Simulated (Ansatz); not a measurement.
**B2PLYP/6-311+G(d,p) run of AlF3 (SMILES F[Al](F)F)**

Aim: the energy change on altering one bond length of AlF3 at B2PLYP/6-311+G**, from 2 runs. 

Program for the calculation: Ansatz 0.2.0.

39 further runs of the same task are left out: 39 set aside as unsound or not needed.

## 1. Starting point

AlF3 has 4 atoms, charge 0, and is taken as a singlet. SMILES: `F[Al](F)F`. Geometry: relaxed at PBE0-D4/def2-TZVP.

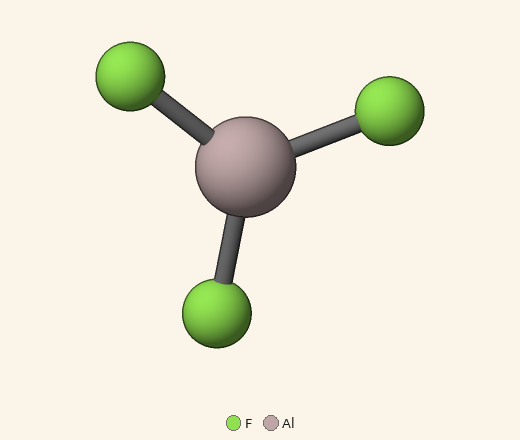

Viewed from a chosen angle; fluorine green, aluminium light grey.

## 2. A single-point energy at B2PLYP/6-311+G(d,p)

Contents of run.yaml:

```yaml
crystal:
  periodic: [false, false, false]
  atoms:
    - symbol: F
      position_ang: [0.859410, -0.722590, 1.180170]
    - symbol: Al
      position_ang: [-0.000000, -0.000010, -0.000000]
    - symbol: F
      position_ang: [-1.440740, -0.612530, -0.450110]
    - symbol: F
      position_ang: [0.581330, 1.335130, -0.730040]
basis:
  gaussian: {orbitals: 6-311+G_st__st_-spherical.json}
correlation: {frozen_orbitals: {Al: 5, F: 1}}
hamiltonian: {xc: {name: B2PLYP}}
accuracy: high
output: {orbitals: {seedname: orbitals}}
```

The basis set 6-311+G** is read from a file made from the Basis Set Exchange's data (not shown).

On the command line:

```sh
$ ansatz run run.yaml --threads 1 --pin off --max-ram 3480MiB --events-out events.jsonl --progress --plain --runs-dir runs
```

Log:

```text
Warning: RAYON_NUM_THREADS=1 ignored (pool sized by the plan → 1); use --threads N
Functional definition: B2PLYP
  name "B2PLYP"
  parameter a = 0.53
  parameter c = 0.27
  exchange = (1 - a)*b88_x + a*exact_x
  correlation = (1 - c)*lyp_c + c*(mp2_os + mp2_ss)
1643 factors; integrals over basis functions are off by at most 4.1e-9 eV
mean field evaluation 1: about -14736.6983 eV, gradient 5.9e1 eV
mean field evaluation 2: about -14736.7868 eV, gradient 5.9e1 eV
mean field evaluation 4: about -14741.7339 eV, gradient 8.1e-1 eV
mean field evaluation 8: about -14741.7715 eV, gradient 3.7e-2 eV
mean field evaluation 16: about -14741.7715 eV, gradient 1.7e-5 eV
mean field -14741.77152100 eV, -541.7501110650 hartree, gradient 4.4e-8 eV, S^2 0.000000; 0 other end points of the search recorded, 0 dependent functions left out
8 core orbitals not correlated: weight in the atoms' cores, before any rotation towards them, 1.000 or more for the frozen orbitals, at most 0.000 for the correlated occupied ones
reference -14741.77155291 eV, -541.7501122377 hartree; 12, 12 occupied and 76, 76 virtual orbitals, 1643 factors
second order -22.40494069 eV of doubles, -0.00000000 eV of singles
Total energy: -14747.82088689 eV, -541.9724211613 hartree
```

Wall time 6.3 s (1 thread of Arm Neoverse V2, shared host); peak memory 0.26 GiB.

## 3. The distorted shape, same level

Contents of input.yaml:

```yaml
crystal:
  periodic: [false, false, false]
  atoms:
    - {symbol: F, position_ang: [1.579744, -0.416345, 1.405214]}
    - {symbol: Al, position_ang: [0.720334, 0.306235, 0.225044]}
    - {symbol: F, position_ang: [-1.440740, -0.612530, -0.450110]}
    - {symbol: F, position_ang: [1.301664, 1.641375, -0.504996]}
basis:
  gaussian:
    orbitals: 6-311+G_st__st_-spherical.json
magnetization:
  spin_polarized: false
  initial_magnetization: 0
hamiltonian:
  xc: {name: B2PLYP}
correlation:
  frozen_orbitals: {Al: 5, F: 1}
accuracy: high
output: {orbitals: {seedname: orbitals}}
```

The basis set 6-311+G** is read from a file made from the Basis Set Exchange's data (not shown).

On the command line:

```sh
$ ansatz run input.yaml --threads 1 --pin off --max-ram 3480MiB --events-out events.jsonl --progress --plain --runs-dir runs
```

Log, shortened:

```text
Warning: RAYON_NUM_THREADS=1 ignored (pool sized by the plan → 1); use --threads N
[... 2 set-up lines as earlier in the session ...]
[...]
1626 factors; integrals over basis functions are off by at most 8.9e-9 eV
[...]
mean field -14738.46518362 eV, -541.6286054077 hartree, gradient 1.5e-8 eV, S^2 0.000000; 0 other end points of the search recorded, 0 dependent functions left out
8 core orbitals not correlated: weight in the atoms' cores, before any rotation towards them, 1.000 or more for the frozen orbitals, at most 0.000 for the correlated occupied ones
reference -14738.46521516 eV, -541.6286065665 hartree; 12, 12 occupied and 76, 76 virtual orbitals, 1626 factors
second order -23.48247151 eV of doubles, -0.00000000 eV of singles
Total energy: -14744.80548247 eV, -541.8616070925 hartree
```

Wall time 6.6 s (1 thread of Arm Neoverse V2, shared host); peak memory 0.28 GiB.

## 4. What came out

Level: B2PLYP/6-311+G**, 8 core orbitals frozen.

| quantity | value |
| --- | --- |
| first shape: total energy | -541.97242 Eh |
| first shape: HOMO energy (SCF part's orbitals) | -13.96 eV |
| first shape: LUMO energy (SCF part's orbitals) | -0.91 eV |
| first shape: HOMO–LUMO gap (SCF part's orbitals) | 13.04 eV |
| distorted shape: total energy | -541.86161 Eh |
| distorted shape: HOMO energy (SCF part's orbitals) | -11.51 eV |
| distorted shape: LUMO energy (SCF part's orbitals) | -2.98 eV |
| distorted shape: HOMO–LUMO gap (SCF part's orbitals) | 8.53 eV |
| energy change with the Al2–F3 bond stretched from 1.629 to 2.443 Å | 3.015 eV |

In words: With the Al2–F3 bond stretched from 1.629 to 2.443 Å the energy rises by 3.02 eV (291 kJ/mol). The first shape isn't relaxed at this level, so the change isn't measured from a minimum.
